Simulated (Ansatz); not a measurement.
# H2S (hydrogen sulfide): CAM-B3LYP/aug-cc-pVTZ

Aim: the vertical singlet–triplet gap of H2S (hydrogen sulfide) at CAM-B3LYP/aug-cc-pVTZ, from 2 runs. 

The calculation is run with Ansatz 0.2.0.

34 further runs of the same task are left out: 34 set aside as unsound or not needed.

### Step 1. The system as given

The species is H2S (3 atoms), meant as a singlet with charge 0. As SMILES, `S`. The shape is that of a PBE0-D4/def2-TZVP optimisation.

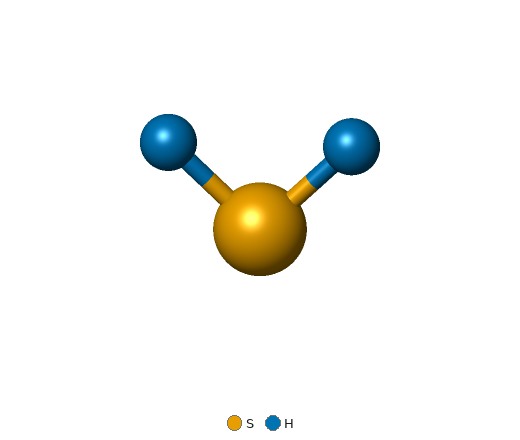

The structure, seen from a chosen angle (sulfur amber, hydrogen blue).

### Step 2. The energy at CAM-B3LYP/aug-cc-pVTZ

molecule.yaml reads:

```yaml
basis:
  gaussian:
    orbitals: aug-cc-pVTZ
crystal:
  periodic: [false, false, false]
  atoms:
    - {symbol: S, position_ang: [0.495500, -0.280600, 0.243900]}
    - {symbol: H, position_ang: [0.097900, 0.997700, 0.162400]}
    - {symbol: H, position_ang: [-0.593400, -0.717100, -0.406300]}
magnetization:
  spin_polarized: false
  initial_magnetization: 0
hamiltonian:
  xc: {name: CAM-B3LYP}
accuracy: high
output: {orbitals: {seedname: orbitals}}
```

Command:

```sh
$ ansatz run molecule.yaml --threads 1 --pin off --max-ram 3480MiB --events-out events.jsonl --progress --plain --runs-dir runs
```

Standard output:

```text
Warning: RAYON_NUM_THREADS=1 ignored (pool sized by the plan → 1); use --threads N
Functional definition: CAM-B3LYP
  name "CAM-B3LYP"
  parameter alpha = 0.19
  parameter beta = 0.46
  parameter omega = 0.33/bohr
  parameter ac = 0.81
  exchange = (1 - alpha - beta)*b88_x + beta*b88_x_sr(omega) + alpha*exact_x + beta*exact_x_lr(omega)
  correlation = (1 - ac)*vwn5_c + ac*lyp_c
1402 factors; integrals over basis functions are off by at most 3.5e-9 eV
355 factors; integrals over basis functions are off by at most 2.7e-9 eV
mean field evaluation 1: about -10868.3687 eV, gradient 1.1e1 eV
mean field evaluation 2: about -10868.6031 eV, gradient 8.7e0 eV
mean field evaluation 4: about -10868.7635 eV, gradient 5.4e-1 eV
mean field evaluation 8: about -10868.7656 eV, gradient 5.1e-3 eV
mean field evaluation 16: about -10868.7656 eV, gradient 3.7e-7 eV
mean field -10868.76556038 eV, -399.4197672302 hartree, gradient 3.8e-8 eV, S^2 0.000000; 0 other end points of the search recorded, 0 dependent functions left out
reference -10868.76557628 eV, -399.4197678143 hartree; 9, 9 occupied and 87, 87 virtual orbitals, 1402 factors
Total energy: -10868.76557628 eV, -399.4197678143 hartree
```

Wall time 3.3 s (1 thread of Arm Neoverse V2, shared host); peak memory 0.21 GiB.

### Step 3. The triplet

job.yaml reads:

```yaml
crystal:
  periodic: [false, false, false]
  atoms:
    - {symbol: S, position_ang: [0.495500, -0.280600, 0.243900]}
    - {symbol: H, position_ang: [0.097900, 0.997700, 0.162400]}
    - {symbol: H, position_ang: [-0.593400, -0.717100, -0.406300]}
basis:
  gaussian:
    orbitals: aug-cc-pVTZ
magnetization:
  spin_polarized: true
  initial_magnetization: 2
hamiltonian:
  xc: {name: CAM-B3LYP}
accuracy: high
output: {orbitals: {seedname: orbitals}}
```

Command:

```sh
$ ansatz run job.yaml --threads 1 --pin off --max-ram 3480MiB --events-out events.jsonl --progress --plain --runs-dir runs
```

Standard output, cut to the lines that bear on the results:

```text
Warning: RAYON_NUM_THREADS=1 ignored (pool sized by the plan → 1); use --threads N
[... 2 set-up lines as earlier in the session ...]
[...]
1402 factors; integrals over basis functions are off by at most 3.5e-9 eV
355 factors; integrals over basis functions are off by at most 2.7e-9 eV
[...]
mean field -10863.10903715 eV, -399.2118938357 hartree, gradient 5.2e-8 eV, S^2 2.006059; 2 other end points of the search recorded, 0 dependent functions left out
reference -10863.10905589 eV, -399.2118945240 hartree; 10, 8 occupied and 86, 88 virtual orbitals, 1402 factors
Total energy: -10863.10905589 eV, -399.2118945240 hartree
```

It took 11 s on 1 thread of Arm Neoverse V2, shared host; peak memory 0.29 GiB.

### Step 4. Outcome

Level: CAM-B3LYP/aug-cc-pVTZ.

| quantity | value |
| --- | --- |
| singlet: total energy | -399.41977 Eh |
| singlet: HOMO energy | -8.95 eV |
| singlet: LUMO energy | 0.09 eV |
| singlet: HOMO–LUMO gap | 9.04 eV |
| triplet: total energy | -399.21189 Eh |
| triplet: HOMO energy (highest over α and β) | -3.47 eV |
| triplet: ⟨S²⟩ | 2.006 |
| vertical energy of the triplet above the singlet | 5.657 eV |

In words: At this shape the triplet lies 5.66 eV (130 kcal/mol) above the singlet.
